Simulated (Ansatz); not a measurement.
## Nudged elastic band of C2H12N2Si2 (part 1 of 2)

System: C2H12N2Si2.
Method: RKS PBE0/6-31G* (Ansatz 0.2.0).

It belongs to a series of runs on one base structure; here: band between the two ends. Figures and captions count atoms from 1; the log counts them from 0 in places.

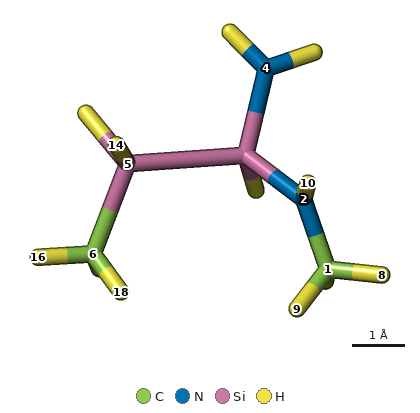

The structure as given in the input (stick view, seen at a tilt; atoms are numbered from 1 in the order of the input). Bond lengths as drawn: C–H 1.09 to 1.10 Å, C–N 1.45 Å, C–Si 1.89 Å, H–N 1.01 Å, H–Si 1.50 Å, N–Si 1.73 Å and Si–Si 2.35 Å.

The input:
```yaml
crystal:
  periodic: [false, false, false]
  atoms:
    - { symbol: C, position_ang: [0.975893, -2.290921, -0.664029] }
    - { symbol: "N", position_ang: [1.325802, -0.887832, -0.703296] }
    - { symbol: Si, position_ang: [0.211534, 0.422157, -0.896513] }
    - { symbol: "N", position_ang: [1.062506, 1.690381, -1.708125] }
    - { symbol: Si, position_ang: [-0.67253, 1.385877, 1.060141] }
    - { symbol: C, position_ang: [-1.84079, 0.194989, 1.955726] }
    - { symbol: H, position_ang: [0.05334, -2.448517, -1.232395] }
    - { symbol: H, position_ang: [1.75638, -2.906218, -1.13092] }
    - { symbol: H, position_ang: [0.806944, -2.679031, 0.352741] }
    - { symbol: H, position_ang: [2.211364, -0.675882, -0.261185] }
    - { symbol: H, position_ang: [-0.921662, -0.234056, -1.635153] }
    - { symbol: H, position_ang: [0.757633, 2.649304, -1.614477] }
    - { symbol: H, position_ang: [1.470795, 1.517381, -2.617826] }
    - { symbol: H, position_ang: [0.429776, 1.786391, 1.991432] }
    - { symbol: H, position_ang: [-1.419196, 2.646192, 0.73724] }
    - { symbol: H, position_ang: [-2.254597, 0.652963, 2.860001] }
    - { symbol: H, position_ang: [-2.675771, -0.092241, 1.307797] }
    - { symbol: H, position_ang: [-1.315119, -0.719638, 2.250641] }
basis:
  gaussian: { orbitals: "6-31G*" }
hamiltonian:
  xc: pbe0
neb:
  order_check: false
  images: 7
  f_tol: 0.05
  max_iterations: 60
  final_atoms:
    - { symbol: C, position_ang: [0.75497411, -2.11914219, -0.4400496] }
    - { symbol: "N", position_ang: [1.14560114, -0.79079535, -0.92805117] }
    - { symbol: Si, position_ang: [-0.43517218, 0.49531101, -1.39587063] }
    - { symbol: "N", position_ang: [0.68311885, 1.7702011, -1.92134776] }
    - { symbol: Si, position_ang: [-0.60420391, 1.11387892, 0.92021084] }
    - { symbol: C, position_ang: [-1.8741038, 0.13190278, 1.9354762] }
    - { symbol: H, position_ang: [0.03025402, -2.54305045, -1.13953528] }
    - { symbol: H, position_ang: [1.61105085, -2.79362013, -0.33598004] }
    - { symbol: H, position_ang: [0.26729161, -2.00728726, 0.53158549] }
    - { symbol: H, position_ang: [1.77938259, -0.3314562, -0.2742146] }
    - { symbol: H, position_ang: [1.64641429, -0.85682995, -1.81278229] }
    - { symbol: H, position_ang: [1.02494367, 2.51828975, -1.33096434] }
    - { symbol: H, position_ang: [0.57567319, 2.10190913, -2.87056947] }
    - { symbol: H, position_ang: [0.72807334, 0.97018535, 1.63178459] }
    - { symbol: H, position_ang: [-0.94191274, 2.57048014, 1.0612724] }
    - { symbol: H, position_ang: [-1.91754971, 0.48044177, 2.97268804] }
    - { symbol: H, position_ang: [-2.87305771, 0.23963521, 1.49843011] }
    - { symbol: H, position_ang: [-1.63847562, -0.93875463, 1.94971751] }
  initial_path:
    images:
      - { positions_ang: [[0.975893, -2.290921, -0.664029], [1.325802, -0.887832, -0.703296], [0.211534, 0.422157, -0.896513], [1.062506, 1.690381, -1.708125], [-0.67253, 1.385877, 1.060141], [-1.84079, 0.194989, 1.955726], [0.05334, -2.448517, -1.232395], [1.75638, -2.906218, -1.13092], [0.806944, -2.679031, 0.352741], [2.211364, -0.675882, -0.261185], [-0.921662, -0.234056, -1.635153], [0.757633, 2.649304, -1.614477], [1.470795, 1.517381, -2.617826], [0.429776, 1.786391, 1.991432], [-1.419196, 2.646192, 0.73724], [-2.254597, 0.652963, 2.860001], [-2.675771, -0.092241, 1.307797], [-1.315119, -0.719638, 2.250641]] }
      - { positions_ang: [[0.92957367, -2.24392094, -0.62988364], [1.26299812, -0.84512893, -0.77207666], [0.16592029, 0.47607195, -0.90642979], [1.098062, 1.69324726, -1.70729316], [-0.66175502, 1.36464729, 1.08626431], [-1.82800244, 0.16083525, 1.93429528], [0.00691206, -2.4433742, -1.18220759], [1.71695335, -2.86075315, -1.04727419], [0.75452335, -2.53043891, 0.4117292], [2.15276254, -0.61738327, -0.33403732], [-0.67127377, -0.27009998, -1.67068739], [0.72642935, 2.60897893, -1.72685035], [1.46571418, 1.44321967, -2.59353453], [0.45029189, 1.70764402, 2.02193103], [-1.39572729, 2.63683481, 0.8286446], [-2.22612135, 0.58357021, 2.86496265], [-2.67032349, -0.08444183, 1.28791213], [-1.31463546, -0.76820918, 2.18633542]] }
      - { positions_ang: [[0.88325435, -2.19692088, -0.59573829], [1.20019424, -0.80242587, -0.84085731], [0.12030658, 0.52998691, -0.91634658], [1.133618, 1.69611352, -1.70646133], [-0.65098003, 1.34341758, 1.11238762], [-1.81521488, 0.12668151, 1.91286455], [-0.03951587, -2.43823141, -1.13202018], [1.67752671, -2.8152883, -0.96362837], [0.70210271, -2.38184682, 0.47071741], [2.09416108, -0.55888455, -0.40688964], [-0.42088554, -0.30614395, -1.70622179], [0.6952257, 2.56865387, -1.83922369], [1.46063336, 1.36905834, -2.56924305], [0.47080779, 1.62889705, 2.05243005], [-1.37225857, 2.62747762, 0.9200492], [-2.1976457, 0.51417742, 2.8699243], [-2.66487598, -0.07664266, 1.26802726], [-1.31415193, -0.81678037, 2.12202984]] }
      - { positions_ang: [[0.83693502, -2.14992081, -0.56159293], [1.13739036, -0.7597228, -0.90963797], [0.07469287, 0.58390186, -0.92626337], [1.169174, 1.69897977, -1.70562949], [-0.64020505, 1.32218787, 1.13851093], [-1.80242732, 0.09252776, 1.89143383], [-0.08594381, -2.43308861, -1.08183277], [1.63810006, -2.76982345, -0.87998256], [0.64968206, -2.23325473, 0.52970561], [2.03555963, -0.50038582, -0.47974196], [-0.17049731, -0.34218793, -1.74175618], [0.66402205, 2.5283288, -1.95159704], [1.45555253, 1.294897, -2.54495158], [0.49132368, 1.55015007, 2.08292908], [-1.34878986, 2.61812043, 1.01145381], [-2.16917005, 0.44478464, 2.87488595], [-2.65942847, -0.06884349, 1.24814239], [-1.31366839, -0.86535155, 2.05772427]] }
      - { positions_ang: [[0.7906157, -2.10292075, -0.52744757], [1.07458648, -0.71701974, -0.97841863], [0.02907916, 0.63781682, -0.93618016], [1.20473, 1.70184603, -1.70479765], [-0.62943007, 1.30095816, 1.16463424], [-1.78963976, 0.05837402, 1.87000311], [-0.13237175, -2.42794582, -1.03164536], [1.59867341, -2.72435861, -0.79633675], [0.59726142, -2.08466263, 0.58869381], [1.97695817, -0.4418871, -0.55259428], [0.07989092, -0.37823191, -1.77729058], [0.6328184, 2.48800373, -2.06397038], [1.45047171, 1.22073567, -2.52066011], [0.51183957, 1.47140309, 2.1134281], [-1.32532115, 2.60876323, 1.10285841], [-2.1406944, 0.37539185, 2.87984759], [-2.65398096, -0.06104431, 1.22825751], [-1.31318486, -0.91392274, 1.99341869]] }
      - { positions_ang: [[0.7817053, -2.10697611, -0.50559808], [1.09234014, -0.73546364, -0.96582676], [-0.08698368, 0.60219036, -1.05110277], [1.07432721, 1.7189348, -1.75893518], [-0.62312353, 1.25418835, 1.10352839], [-1.81075577, 0.07675621, 1.88637138], [-0.09171531, -2.45672198, -1.05861784], [1.60176777, -2.74167399, -0.68124757], [0.51476897, -2.06531879, 0.57441673], [1.92756427, -0.41427937, -0.48299936], [0.47152176, -0.49788142, -1.78616351], [0.73084972, 2.49557524, -1.88071887], [1.23177208, 1.44102904, -2.60813745], [0.56589801, 1.34609866, 1.99301722], [-1.22946905, 2.59919246, 1.09246191], [-2.08490823, 0.40165433, 2.9030577], [-2.70875015, 0.01412557, 1.29580066], [-1.39450755, -0.92013071, 1.98249339]] }
      - { positions_ang: [[0.77279491, -2.11103147, -0.48374858], [1.11009381, -0.75390755, -0.9532349], [-0.20304651, 0.56656391, -1.16602539], [0.94392442, 1.73602357, -1.81307271], [-0.61681699, 1.20741854, 1.04242254], [-1.83187178, 0.0951384, 1.90273966], [-0.05105886, -2.48549813, -1.08559032], [1.60486213, -2.75898937, -0.56615839], [0.43227652, -2.04597495, 0.56013965], [1.87817038, -0.38667165, -0.41340444], [0.8631526, -0.61753093, -1.79503643], [0.82888104, 2.50314674, -1.69746736], [1.01307245, 1.6613224, -2.69561479], [0.61995646, 1.22079422, 1.87260635], [-1.13361694, 2.58962169, 1.0820654], [-2.02912205, 0.42791681, 2.92626781], [-2.76351934, 0.08929545, 1.36334381], [-1.47583024, -0.92633868, 1.9715681]] }
      - { positions_ang: [[0.76388451, -2.11508683, -0.46189909], [1.12784748, -0.77235145, -0.94064304], [-0.31910934, 0.53093746, -1.28094801], [0.81352163, 1.75311234, -1.86721023], [-0.61051045, 1.16064873, 0.98131669], [-1.85298779, 0.11352059, 1.91910793], [-0.01040242, -2.51427429, -1.1125628], [1.60795649, -2.77630475, -0.45106922], [0.34978406, -2.02663111, 0.54586257], [1.82877648, -0.35906393, -0.34380952], [1.25478345, -0.73718044, -1.80390936], [0.92691236, 2.51071825, -1.51421585], [0.79437282, 1.88161577, -2.78309213], [0.6740149, 1.09548979, 1.75219547], [-1.03776484, 2.58005091, 1.0716689], [-1.97333588, 0.45417929, 2.94947793], [-2.81828852, 0.16446533, 1.43088696], [-1.55715293, -0.93254665, 1.96064281]] }
      - { positions_ang: [[0.75497411, -2.11914219, -0.4400496], [1.14560114, -0.79079535, -0.92805117], [-0.43517218, 0.49531101, -1.39587063], [0.68311885, 1.7702011, -1.92134776], [-0.60420391, 1.11387892, 0.92021084], [-1.8741038, 0.13190278, 1.9354762], [0.03025402, -2.54305045, -1.13953528], [1.61105085, -2.79362013, -0.33598004], [0.26729161, -2.00728726, 0.53158549], [1.77938259, -0.3314562, -0.2742146], [1.64641429, -0.85682995, -1.81278229], [1.02494367, 2.51828975, -1.33096434], [0.57567319, 2.10190913, -2.87056947], [0.72807334, 0.97018535, 1.63178459], [-0.94191274, 2.57048014, 1.0612724], [-1.91754971, 0.48044177, 2.97268804], [-2.87305771, 0.23963521, 1.49843011], [-1.63847562, -0.93875463, 1.94971751]] }
```

Hardware: 2 threads of Intel Xeon (Granite Rapids), 16 GiB of memory available, shared host.

Launch command:
```bash
ansatz run input.yaml --threads 2 --pin off --max-ram 3072MiB --backend cpu --events-out ev --progress --plain --runs-dir out
```

Log:
```
Engine: ansatz 0.2.0, x86_64-unknown-linux-gnu
Functional definition: PBE0
  parameter a = 0.25
  parameter kappa = 0.804
  parameter beta = 0.06672455060314922
  exchange = (1 - a)*pbe_x(kappa = kappa, mu = beta*pi^2/3) + a*exact_x
  correlation = pbe_c(beta = beta)
1410 factors; integrals over basis functions are off by at most 5.6e-4 eV
mean field evaluation 1: about -20980.8070 eV, gradient 7.5e1 eV
mean field evaluation 2: about -20970.7069 eV, gradient 9.7e1 eV
mean field evaluation 4: about -20992.3344 eV, gradient 4.2e0 eV
mean field evaluation 8: about -20992.3977 eV, gradient 6.4e-2 eV
mean field evaluation 16: about -20992.3977 eV, gradient 1.4e-5 eV
mean field -20992.39767429 eV, -771.4563853721 hartree, gradient 1.4e-5 eV, S^2 0.000000; 0 other end points of the search recorded, 0 dependent functions left out
the calculation of the forces begins
reference -20992.39770298 eV, -771.4563864263 hartree; 33, 33 occupied and 89, 89 virtual orbitals, 1410 factors
1410 factors; integrals over basis functions are off by at most 6.8e-4 eV
mean field evaluation 32: about -20991.1233 eV, gradient 1.7e-5 eV
mean field -20991.12333189 eV, -771.4095541526 hartree, gradient 1.7e-5 eV, S^2 0.000000; 0 other end points of the search recorded, 0 dependent functions left out
[... from here on the field's lines of each further geometry are left out, up to the last ...]
NEB iter   1: max|band force component| = 2.250e1 eV/Å  barrier→ = 6.0281 eV  barrier← = 4.7538 eV  Δτ_max = 0.2000 Å  (241 SCF iters)
NEB iter   2: max|band force component| = 3.023e0 eV/Å  barrier→ = 3.3475 eV  barrier← = 2.0731 eV  Δτ_max = 0.2000 Å  (203 SCF iters)
NEB iter   3: max|band force component| = 1.651e0 eV/Å  barrier→ = 2.6677 eV  barrier← = 1.3934 eV  Δτ_max = 0.2000 Å  (201 SCF iters)
NEB iter   4: max|band force component| = 1.027e0 eV/Å  barrier→ = 2.4598 eV  barrier← = 1.1854 eV  Δτ_max = 0.2000 Å  (198 SCF iters)
NEB iter   5: max|band force component| = 6.939e-1 eV/Å  barrier→ = 2.2304 eV  barrier← = 0.9560 eV  Δτ_max = 0.2000 Å  (201 SCF iters)
NEB iter   6: max|band force component| = 2.289e0 eV/Å  barrier→ = 2.1384 eV  barrier← = 0.8640 eV  CI = image 4  Δτ_max = 0.2000 Å  (198 SCF iters)
NEB iter   7: max|band force component| = 3.934e0 eV/Å  barrier→ = 2.7333 eV  barrier← = 1.4589 eV  CI = image 4  Δτ_max = 0.1012 Å  (202 SCF iters)
NEB iter   8: max|band force component| = 8.309e-1 eV/Å  barrier→ = 2.9377 eV  barrier← = 1.6634 eV  CI = image 4  Δτ_max = 0.1963 Å  (205 SCF iters)
NEB iter   9: max|band force component| = 2.525e-1 eV/Å  barrier→ = 2.9278 eV  barrier← = 1.6535 eV  CI = image 4  Δτ_max = 0.1935 Å  (196 SCF iters)
NEB iter  10: max|band force component| = 4.606e-1 eV/Å  barrier→ = 2.9192 eV  barrier← = 1.6448 eV  CI = image 4  Δτ_max = 0.1002 Å  (195 SCF iters)
NEB iter  11: max|band force component| = 3.287e-1 eV/Å  barrier→ = 2.9072 eV  barrier← = 1.6329 eV  CI = image 4  Δτ_max = 0.0804 Å  (199 SCF iters)
NEB iter  12: max|band force component| = 1.209e-1 eV/Å  barrier→ = 2.9014 eV  barrier← = 1.6270 eV  CI = image 4  Δτ_max = 0.0639 Å  (196 SCF iters)
NEB iter  13: max|band force component| = 1.268e-1 eV/Å  barrier→ = 2.8988 eV  barrier← = 1.6244 eV  CI = image 4  Δτ_max = 0.0319 Å  (193 SCF iters)
NEB iter  14: max|band force component| = 6.878e-2 eV/Å  barrier→ = 2.8971 eV  barrier← = 1.6228 eV  CI = image 4  Δτ_max = 0.0320 Å  (186 SCF iters)
NEB iter  15: max|band force component| = 5.578e-2 eV/Å  barrier→ = 2.8960 eV  barrier← = 1.6217 eV  CI = image 4  Δτ_max = 0.0320 Å  (194 SCF iters)
NEB iter  16: max|band force component| = 4.774e-2 eV/Å  barrier→ = 2.8951 eV  barrier← = 1.6208 eV  CI = image 4  Δτ_max = 0.0320 Å  (187 SCF iters)
NEB iter  17: max|band force component| = 5.713e-2 eV/Å  barrier→ = 2.8944 eV  barrier← = 1.6201 eV  CI = image 4  Δτ_max = 0.0641 Å  (30 SCF iters)
NEB iter  18: max|band force component| = 4.242e-2 eV/Å  barrier→ = 2.8935 eV  barrier← = 1.6192 eV  CI = image 4  Δτ_max = 0.0495 Å  (185 SCF iters)
NEB iter  19: max|band force component| = 9.713e-2 eV/Å  barrier→ = 2.8929 eV  barrier← = 1.6185 eV  CI = image 4  Δτ_max = 0.0641 Å  (30 SCF iters)
NEB iter  20: max|band force component| = 7.105e-2 eV/Å  barrier→ = 2.8924 eV  barrier← = 1.6181 eV  CI = image 4  Δτ_max = 0.0642 Å  (196 SCF iters)
NEB iter  21: max|band force component| = 1.249e-1 eV/Å  barrier→ = 2.8922 eV  barrier← = 1.6178 eV  CI = image 4  Δτ_max = 0.0320 Å  (195 SCF iters)
NEB iter  22: max|band force component| = 7.381e-2 eV/Å  barrier→ = 2.8915 eV  barrier← = 1.6172 eV  CI = image 4  Δτ_max = 0.0515 Å  (194 SCF iters)
the calculation of the forces begins
reference -20991.11460794 eV, -771.4092335534 hartree; 33, 33 occupied and 89, 89 virtual orbitals, 1410 factors
1410 factors; integrals over basis functions are off by at most 6.0e-4 eV
mean field -20989.50623710 eV, -771.3501270152 hartree, gradient 2.3e-5 eV, S^2 0.000000; 1 other end points of the search recorded, 0 dependent functions left out
the calculation of the forces begins
reference -20989.50626609 eV, -771.3501280805 hartree; 33, 33 occupied and 89, 89 virtual orbitals, 1410 factors
NEB iter  23: max|band force component| = 4.973e-2 eV/Å  barrier→ = 2.8914 eV  barrier← = 1.6171 eV  CI = image 4  Δτ_max = 0.0000 Å  (379 SCF iters)
```
